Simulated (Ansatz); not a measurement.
## Electronic structure of ClH₁₀N₂OSi₃ (doublet) in real space

Input

```
crystal:
  periodic: [false, false, false]
  atoms:
    - {symbol: Si, position_ang: [-0.390924, -1.196114, 0.150483]}
    - {symbol: N, position_ang: [-0.342691, -0.585204, -1.690526]}
    - {symbol: Si, position_ang: [-0.213711, 1.077804, -2.213147]}
    - {symbol: N, position_ang: [-0.457653, 0.315635, 0.953559]}
    - {symbol: Si, position_ang: [-0.107751, 0.705877, 2.613120]}
    - {symbol: Cl, position_ang: [-0.083595, -2.483799, 1.884904]}
    - {symbol: H, position_ang: [0.908382, -1.214264, -1.385595]}
    - {symbol: O, position_ang: [1.351405, -1.488188, -0.400437]}
    - {symbol: H, position_ang: [-0.975091, -1.134072, -2.260705]}
    - {symbol: H, position_ang: [-1.249101, 1.941578, -1.574689]}
    - {symbol: H, position_ang: [1.121490, 1.597052, -1.829792]}
    - {symbol: H, position_ang: [-0.392745, 1.153859, -3.686512]}
    - {symbol: H, position_ang: [-0.858071, 1.079276, 0.425821]}
    - {symbol: H, position_ang: [1.269389, 0.300115, 2.984832]}
    - {symbol: H, position_ang: [-0.216291, 2.188920, 2.697138]}
    - {symbol: H, position_ang: [-1.068389, 0.111498, 3.575860]}
    - {symbol: H, position_ang: [1.705548, -2.370073, -0.244416]}
basis:
  gaussian: {orbitals: def2-TZVPP}
magnetization: {spin_polarized: true, initial_magnetization: 1}
hamiltonian: {xc: pbe0, dispersion: d4}
output: {orbitals: {seedname: orbitals}}
```

Run with:

```sh
ansatz run in.yaml --threads 4 --pin off --events-out ev --progress --plain --max-ram 66560MiB --backend cuda --devices 0, --max-vram 37GiB
```

A transition-state structure; geometry: PBE0-D4/def2-TZVP.

All numbers below come from UKS PBE0-D4/def2-TZVPP in Ansatz 0.2.0.

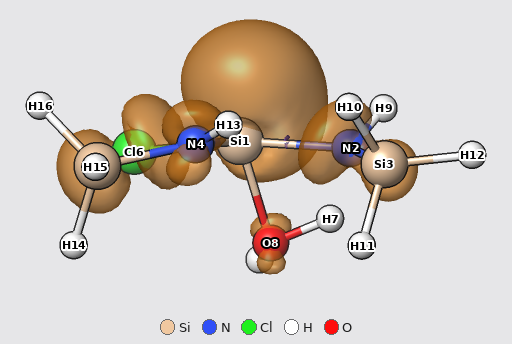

Figure 1. Isosurfaces of the spin density (α minus β) at +0.015 (orange) and −0.015 e/Å³ (purple), seen from one side.

Where is the unpaired spin?

Answer. The unpaired spin (1 electron) lies mostly on Si1 (about 0.6), Cl6 (about 0.2) and N2 (about 0.1), in electrons by Hirshfeld's partition.

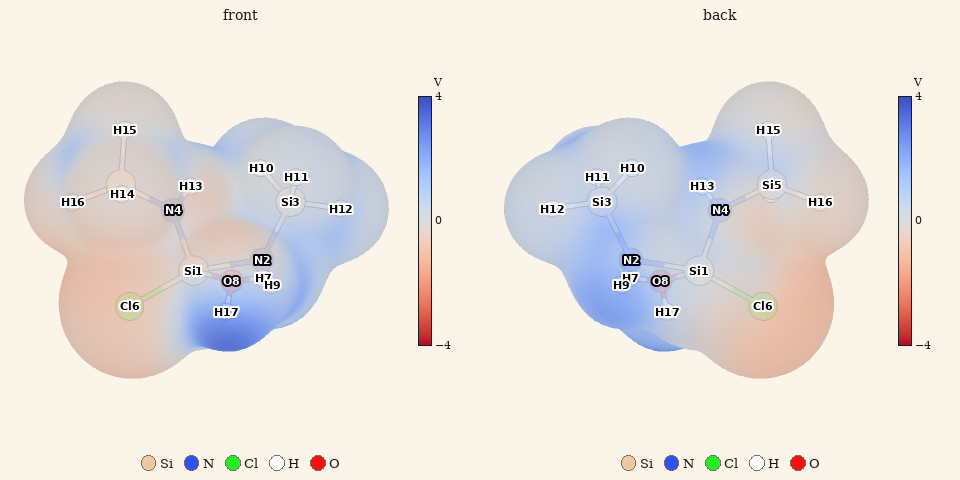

Figure 2. The electrostatic potential painted on the density surface at 0.002 e/bohr³, seen from the front and from behind; the colour scale runs from red (negative) to blue (positive).

Where is the surface potential most negative and most positive?

Answer. The most negative region (about −1.1 V) lies over Cl6, the most positive (about +3.1 V) over H17.

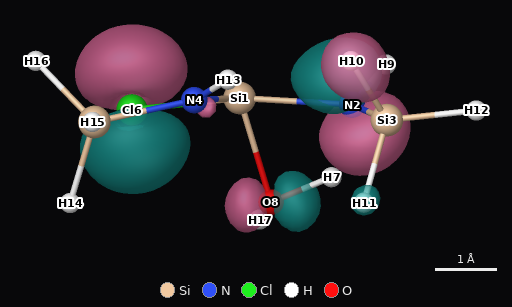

Figure 3. The HOMO−1 (β) at ±0.15 Å⁻³ᐟ² (teal and pink are the two phases), seen from one side.

Describe this orbital and give its energy.

Answer. It lies mainly on Cl6 (about 45 %), N2 (about 25 %), O8 (about 5 %) and Si3 (about 5 %); largely a combination of lone pairs on Cl6, N2 and O8. Its energy is −8.30 eV.

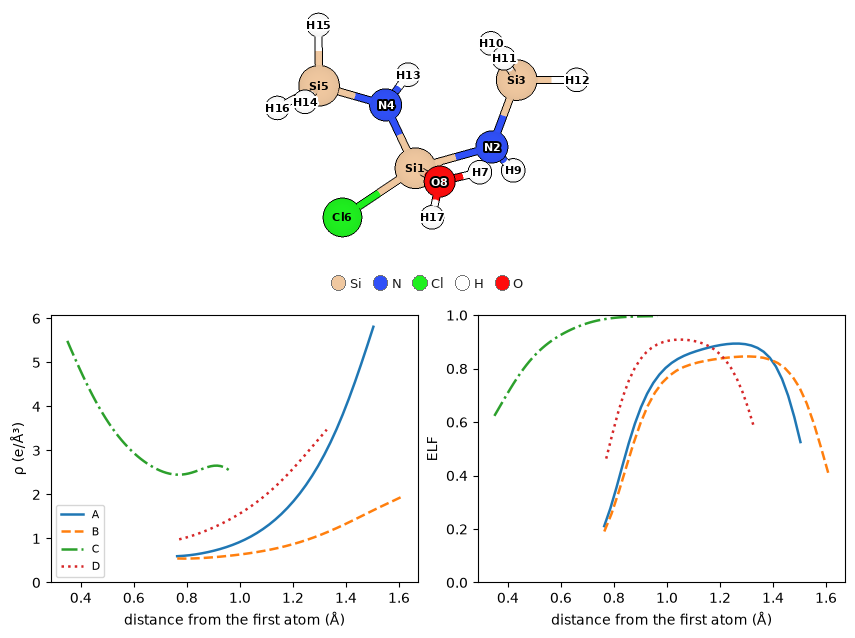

Figure 4. Electron density and ELF along straight lines between neighbouring atoms. The curves leave out the atomic cores. The structure is drawn too.

Which curve belongs to which contact (O–H, Si–Cl, Si–N and Si–O)? The first atom named is at distance zero.

Answer. Curve A: Si–O (1.85 Å): ρ is about 0.76 e/Å³ halfway; the ELF peaks at about 0.90 between the atoms: a shared but strongly polarised pair. Curve B: Si–Cl (2.18 Å): ρ at the midpoint is about 0.72 e/Å³, with its minimum of 0.54 e/Å³ about 0.8 Å from Si; the ELF peaks at about 0.85 between the atoms, as expected for a shared but strongly polarised pair. Curve C: O–H (0.96 Å): the density is about 3.9 e/Å³ at the midpoint; the ELF climbs to about 1 towards the hydrogen, as it does in any bond to H (a covalent bond by its length). Curve D: Si–N (1.71 Å): the density is about 1.1 e/Å³ at the midpoint; the ELF peaks at about 0.90 between the atoms (a polar covalent bond).
